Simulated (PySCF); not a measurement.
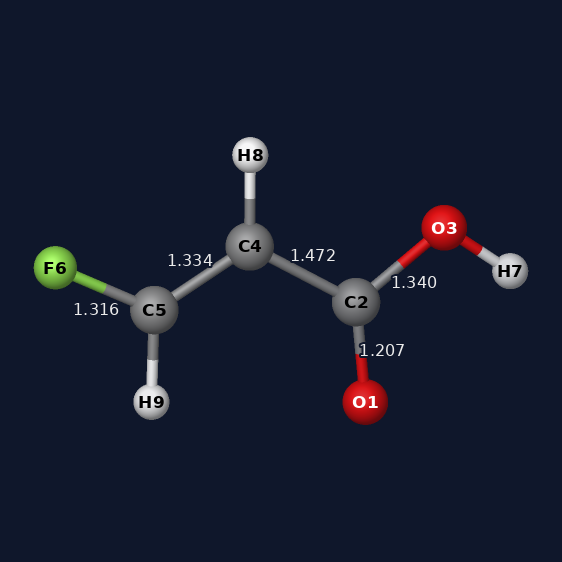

Bond lengths are marked in Å; every bond is drawn as one stick. The geometry was computed by an optimisation with PBE0-D3(BJ)/def2-SVP. No frequency run is at hand to confirm it as a minimum.

Which of the marked bonds are single, double, triple or aromatic?

Answer. O1–C2 double; C2–O3 single; C2–C4 single; C4–C5 double; C5–F6 single.

Write the SMILES.

Answer. O=C(O)/C=C/F
